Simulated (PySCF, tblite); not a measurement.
# C₇H₉FO: a rotation path, then NMR shifts on frames

Aim: move C₇H₉FO (`C=C1CC/C1=C\OCF`) away from its starting geometry and see how NMR shifts follow the geometry.

The runs use tblite 0.8.0 and PySCF 2.14.0, with density-fitted response routines of our own; the level of theory stands in each step. All values are computed, except where a source is named. Atoms are numbered from 0 throughout.

**1. Starting geometry**

18 atoms, charge 0, multiplicity 1; geometry from: GFN2-xTB.

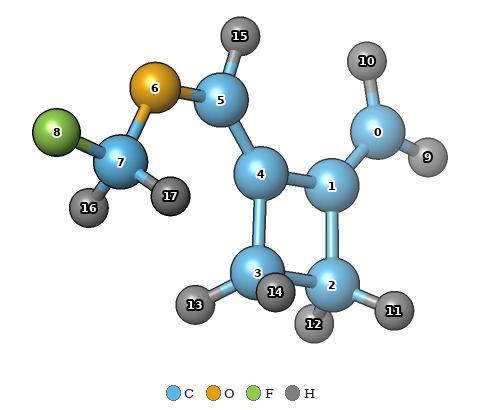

As it starts; carbon blue, oxygen amber, fluorine green, hydrogen grey, atoms numbered.

**2. A band between two rotamers with GFN2-xTB**

What the job is given:

```
{"job": {"kind": "neb", "xc": "GFN2-xTB", "basis": "xTB", "atoms": [8, 7, 6, 5], "turn": 120}, "charge": 0, "multiplicity": 1}
C     -2.398547    -1.393983    -0.568626
C     -1.546326    -0.387982    -0.453152
C     -1.712016     1.112904    -0.435400
C     -0.181426     1.241624    -0.282912
C     -0.096366    -0.271789    -0.304018
C      0.832128    -1.221120    -0.224618
O      2.184721    -1.132039    -0.085806
C      2.754086     0.131639    -0.021480
F      4.090267    -0.047650     0.102585
H     -3.455998    -1.220802    -0.675314
H     -2.070855    -2.418973    -0.561709
H     -2.288296     1.491618     0.407073
H     -2.116957     1.531881    -1.355027
H      0.308748     1.742223    -1.116671
H      0.136151     1.707749     0.648646
H      0.548590    -2.263644    -0.269159
H      2.586295     0.709962    -0.943851
H      2.417044     0.694698     0.863022
```

Method: GFN2-xTB climbing-image nudged elastic band, gas phase.

On the command line:

```bash
$ OMP_NUM_THREADS=1 python probes_run.py task.json out
```

This one command runs all jobs of the session in turn.

Standard output:

```text
image   E - E0 / eV
  0       0.0000
  1       0.0041
  2       0.0098
  3       0.0063
  4      -0.0133
  5      -0.0472
  6      -0.0883
  7      -0.1298
  8      -0.1584
```

It took 3.1 s on 1 thread of Intel Xeon Platinum 8488C, shared host; peak memory 0.19 GiB.

The final band, with the dihedral F8–C7–O6–C5:

| image | dihedral (°) | energy (eV) | energy (kcal/mol) |
| --- | --- | --- | --- |
| 0 | -179 | 0.000 | 0.0 |
| 1 | -163 | 0.004 | 0.1 |
| 2 | -148 | 0.010 | 0.2 |
| 3 | -134 | 0.006 | 0.1 |
| 4 | -120 | -0.013 | -0.3 |
| 5 | -106 | -0.047 | -1.1 |
| 6 | -94 | -0.088 | -2.0 |
| 7 | -82 | -0.130 | -3.0 |
| 8 | -72 | -0.158 | -3.7 |

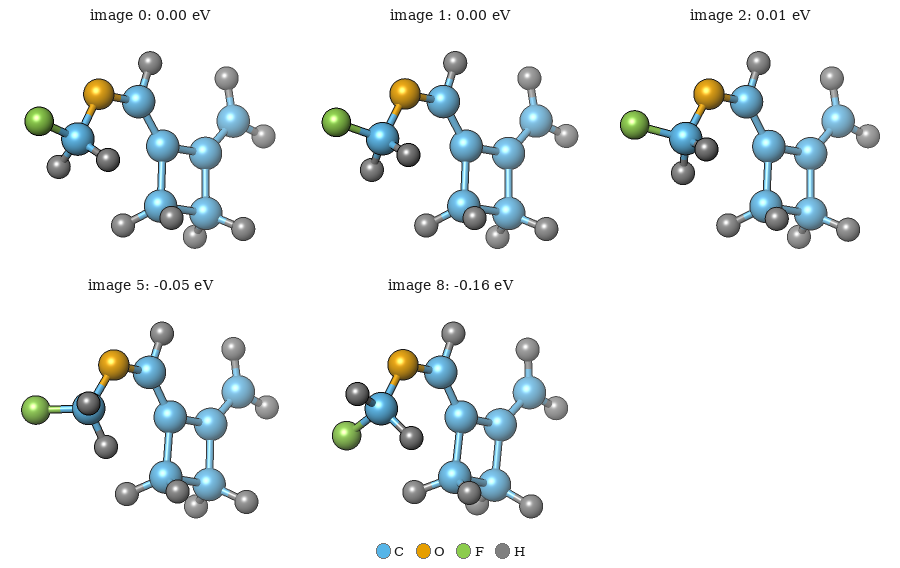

Images along the band.

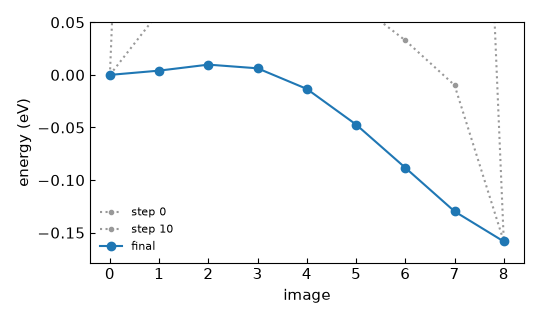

Energy along the band, early and final.

**3. Nuclear shieldings: image 0, PBE0/pcSseg-1**

What the job is given:

```
{"job": {"kind": "nmr", "xc": "PBE0", "basis": "pcSseg-1", "pop": false}, "charge": 0, "multiplicity": 1}
C     -2.398500    -1.394000    -0.568600
C     -1.546300    -0.388000    -0.453200
C     -1.712000     1.112900    -0.435400
C     -0.181400     1.241600    -0.282900
C     -0.096400    -0.271800    -0.304000
C      0.832100    -1.221100    -0.224600
O      2.184700    -1.132000    -0.085800
C      2.754100     0.131600    -0.021500
F      4.090300    -0.047600     0.102600
H     -3.456000    -1.220800    -0.675300
H     -2.070900    -2.419000    -0.561700
H     -2.288300     1.491600     0.407100
H     -2.117000     1.531900    -1.355000
H      0.308700     1.742200    -1.116700
H      0.136200     1.707700     0.648600
H      0.548600    -2.263600    -0.269200
H      2.586300     0.710000    -0.943900
H      2.417000     0.694700     0.863000
```

Level: GIAO PBE0/pcSseg-1 NMR shielding, non-relativistic, gas phase.

Standard output:

```text
coarse grid: 15360 points
cycle   1  E = -446.4227146096  dE =  1.474e+00  |g| = 6.961e-01  |ddm| = 4.069e+00
cycle   2  E = -446.3637578845  dE =  5.896e-02  |g| = 9.238e-01  |ddm| = 1.158e+00
cycle   3  E = -446.5157361055  dE = -1.520e-01  |g| = 7.986e-02  |ddm| = 6.652e-01
cycle   4  E = -446.5168821028  dE = -1.146e-03  |g| = 3.451e-02  |ddm| = 9.942e-02
cycle   5  E = -446.5171616755  dE = -2.796e-04  |g| = 1.057e-02  |ddm| = 4.262e-02
cycle   6  E = -446.5171834595  dE = -2.178e-05  |g| = 4.718e-03  |ddm| = 1.225e-02
cycle   7  E = -446.5171888175  dE = -5.358e-06  |g| = 6.864e-04  |ddm| = 4.611e-03
final grid: 149616 points
cycle   8  E = -446.5894219501  dE = -4.410e-05  |g| = 1.263e-02  |ddm| = 4.920e-02
cycle   9  E = -446.5893738022  dE =  4.815e-05  |g| = 2.008e-02  |ddm| = 2.540e-02
cycle  10  E = -446.5894531980  dE = -7.940e-05  |g| = 2.867e-03  |ddm| = 1.751e-02
cycle  11  E = -446.5894551258  dE = -1.928e-06  |g| = 4.052e-04  |ddm| = 2.513e-03
cycle  12  E = -446.5894551524  dE = -2.657e-08  |g| = 1.709e-04  |ddm| = 4.270e-04
cycle  13  E = -446.5894551582  dE = -5.887e-09  |g| = 2.953e-05  |ddm| = 1.616e-04
cycle  14  E = -446.5894551584  dE = -1.606e-10  |g| = 1.489e-05  |ddm| = 3.469e-05
converged SCF energy = -446.5894551584

GIAO shielding tensors (ppm)
atom      isotropic    diamagn.    paramagn.     s11        s22        s33       span
  0 C       81.723     255.377    -173.654    -23.706     98.939    169.935    193.641
  1 C       33.989     259.911    -225.922    -78.005     42.060    137.911    215.917
  2 C      157.623     252.976     -95.353    149.310    151.621    171.940     22.630
  3 C      160.777     248.884     -88.107    152.917    152.952    176.462     23.546
  4 C       68.765     260.974    -192.210     -7.242     75.819    137.717    144.958
  5 C       44.620     252.690    -208.070    -47.174     72.000    109.035    156.209
  6 O      186.832     395.202    -208.370    116.131    209.259    235.105    118.974
  7 C       81.379     244.733    -163.353     58.869     76.040    109.228     50.359
  8 F      359.334     464.653    -105.318    274.830    354.345    448.828    173.998
  9 H       26.764      28.873      -2.109     23.768     25.672     30.852      7.083
 10 H       26.358      32.240      -5.881     23.796     24.966     30.313      6.517
 11 H       29.074      30.089      -1.015     25.755     27.416     34.052      8.297
 12 H       29.081      29.621      -0.540     25.757     27.420     34.067      8.310
 13 H       28.867      30.666      -1.799     24.800     28.659     33.141      8.341
 14 H       28.871      31.195      -2.324     24.800     28.664     33.149      8.349
 15 H       24.863      32.376      -7.513     21.492     24.838     28.260      6.768
 16 H       25.578      29.569      -3.992     20.753     27.052     28.928      8.175
 17 H       25.568      30.244      -4.676     20.711     27.060     28.932      8.221
```

Wall time 28 s (1 thread of Intel Xeon Platinum 8488C, shared host); peak memory 0.8 GiB.

The references, computed at this level on geometries of the same kind, shield at (ppm): ¹H TMS 31.72, ¹³C TMS 186.9, ¹⁹F CFCl3 170.9, ¹⁷O H2O 336.1. Their shielding less the atom's gives the shift. The references are single molecules in the gas phase, so shifts against H2O, NH3, PH3, H3PO4 or CFCl3 are not on the usual liquid scales and can be off by tens of ppm. Each atom is listed at this fixed geometry, with no averaging over motion; a spectrum would average atoms that exchange fast.

| atoms | environment | σ (ppm) | δ (ppm) |
| --- | --- | --- | --- |
| C1 | fully substituted alkene carbon | 34.0 | 152.9 |
| C5 | alkene carbon bearing oxygen | 44.6 | 142.3 |
| C4 | β carbon of an enol-ether or enamine type C=C | 68.8 | 118.2 |
| C7 | sp3 CH2 bonded to F and O | 81.4 | 105.5 |
| C0 | terminal =CH2 carbon | 81.7 | 105.2 |
| C2 | allylic sp3 CH2 | 157.6 | 29.3 |
| C3 | allylic sp3 CH2 | 160.8 | 26.1 |
| H15 | hydrogen on an alkene carbon bearing oxygen | 24.86 | 6.85 |
| H17 | hydrogen on an sp3 CH2 bonded to F and O | 25.57 | 6.15 |
| H16 | hydrogen on an sp3 CH2 bonded to F and O | 25.58 | 6.14 |
| H10 | hydrogen on a terminal =CH2 carbon | 26.36 | 5.36 |
| H9 | hydrogen on a terminal =CH2 carbon | 26.76 | 4.95 |
| H13 | hydrogen on an allylic sp3 CH2 | 28.87 | 2.85 |
| H14 | hydrogen on an allylic sp3 CH2 | 28.87 | 2.85 |
| H11 | hydrogen on an allylic sp3 CH2 | 29.07 | 2.64 |
| H12 | hydrogen on an allylic sp3 CH2 | 29.08 | 2.64 |
| O6 | ether oxygen | 186.8 | 149.2 |
| F8 | fluorine on an sp3 carbon | 359.3 | -188.4 |

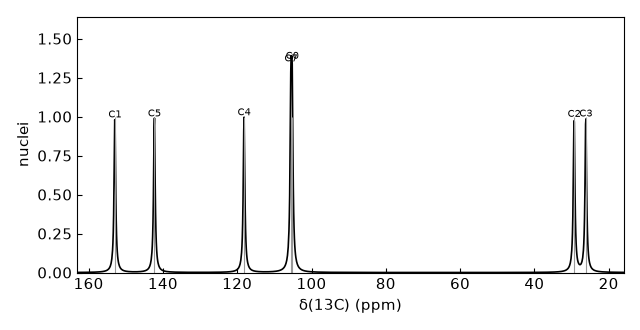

¹³C lines at the computed shifts, without couplings. Lines are broadened to a width of 0.51 ppm (Lorentzian).

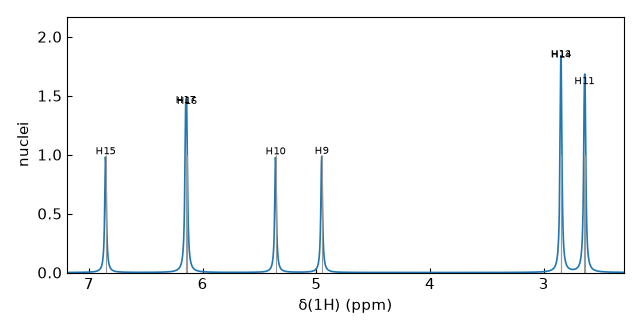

¹H lines at the computed shifts, without couplings. Lines are broadened to a width of 0.02 ppm (Lorentzian).

Ring of atoms C1, C2, C3, C4: NICS(0) 2.8, NICS(1) -1.1, NICS(1)zz 1.8 ppm (means of both faces).

**4. Nuclear shieldings: image 1, PBE0/pcSseg-1**

What the job is given:

```
{"job": {"kind": "nmr", "xc": "PBE0", "basis": "pcSseg-1", "pop": false}, "charge": 0, "multiplicity": 1}
C     -2.393400    -1.396100    -0.592800
C     -1.545800    -0.385700    -0.477600
C     -1.711500     1.115100    -0.460300
C     -0.181800     1.244100    -0.297500
C     -0.098300    -0.269900    -0.309200
C      0.825100    -1.219600    -0.186500
O      2.171200    -1.129800     0.005300
C      2.752300     0.129100     0.020700
F      4.082700    -0.047900    -0.168600
H     -3.451500    -1.231600    -0.704500
H     -2.057200    -2.418300    -0.578500
H     -2.293200     1.491300     0.379600
H     -2.109900     1.537200    -1.381700
H      0.305500     1.742600    -1.134800
H      0.139000     1.713800     0.632200
H      0.540700    -2.262300    -0.220700
H      2.388900     0.766300    -0.797800
H      2.628400     0.627700     0.996300
```

With the program's defaults for keys left out, this is: GIAO PBE0/pcSseg-1 NMR shielding, non-relativistic, gas phase.

Standard output:

```text
coarse grid: 15360 points
cycle   1  E = -446.4222412133  dE =  1.474e+00  |g| = 6.960e-01  |ddm| = 4.067e+00
cycle   2  E = -446.3634763836  dE =  5.876e-02  |g| = 9.231e-01  |ddm| = 1.153e+00
cycle   3  E = -446.5152073845  dE = -1.517e-01  |g| = 7.968e-02  |ddm| = 6.630e-01
cycle   4  E = -446.5163446429  dE = -1.137e-03  |g| = 3.481e-02  |ddm| = 9.974e-02
cycle   5  E = -446.5166267390  dE = -2.821e-04  |g| = 1.092e-02  |ddm| = 4.288e-02
cycle   6  E = -446.5166500397  dE = -2.330e-05  |g| = 4.779e-03  |ddm| = 1.257e-02
cycle   7  E = -446.5166554608  dE = -5.421e-06  |g| = 7.302e-04  |ddm| = 4.752e-03
final grid: 149616 points
cycle   8  E = -446.5891449714  dE = -4.940e-05  |g| = 1.277e-02  |ddm| = 5.370e-02
cycle   9  E = -446.5890941151  dE =  5.086e-05  |g| = 2.047e-02  |ddm| = 2.618e-02
cycle  10  E = -446.5891771592  dE = -8.304e-05  |g| = 2.873e-03  |ddm| = 1.797e-02
cycle  11  E = -446.5891790944  dE = -1.935e-06  |g| = 4.178e-04  |ddm| = 2.511e-03
cycle  12  E = -446.5891791225  dE = -2.813e-08  |g| = 1.787e-04  |ddm| = 4.491e-04
cycle  13  E = -446.5891791290  dE = -6.439e-09  |g| = 3.044e-05  |ddm| = 1.678e-04
cycle  14  E = -446.5891791291  dE = -1.754e-10  |g| = 1.510e-05  |ddm| = 3.745e-05
converged SCF energy = -446.5891791291

GIAO shielding tensors (ppm)
atom      isotropic    diamagn.    paramagn.     s11        s22        s33       span
  0 C       81.763     255.393    -173.630    -23.774     99.023    170.040    193.814
  1 C       33.911     259.979    -226.068    -78.150     41.938    137.946    216.096
  2 C      157.414     252.926     -95.512    148.700    151.762    171.780     23.080
  3 C      160.309     248.943     -88.634    151.919    153.158    175.850     23.931
  4 C       68.778     261.169    -192.391     -7.425     75.820    137.939    145.364
  5 C       44.292     252.734    -208.441    -47.251     71.717    108.412    155.662
  6 O      186.481     395.152    -208.672    119.061    192.632    247.748    128.687
  7 C       81.572     244.942    -163.369     58.785     76.545    109.387     50.602
  8 F      357.202     464.878    -107.676    270.307    353.042    448.257    177.950
  9 H       26.766      28.873      -2.108     23.760     25.687     30.850      7.090
 10 H       26.353      32.259      -5.907     23.793     24.943     30.321      6.528
 11 H       29.053      30.110      -1.056     25.770     27.399     33.990      8.220
 12 H       29.065      29.537      -0.473     25.697     27.411     34.086      8.389
 13 H       28.833      30.485      -1.652     24.669     28.710     33.120      8.451
 14 H       28.908      31.310      -2.402     25.023     28.569     33.131      8.109
 15 H       24.840      32.420      -7.580     21.467     24.811     28.243      6.775
 16 H       25.511      30.165      -4.654     19.887     26.257     30.389     10.502
 17 H       25.649      29.689      -4.040     21.416     27.378     28.152      6.735
```

Wall time 27 s (1 thread of Intel Xeon Platinum 8488C, shared host); peak memory 0.93 GiB.

This run: δ C1 153.0, C5 142.6, C4 118.1, C7 105.4, H15 6.88, H16 6.21 ppm.

(Part 1 of 2 ends here.)
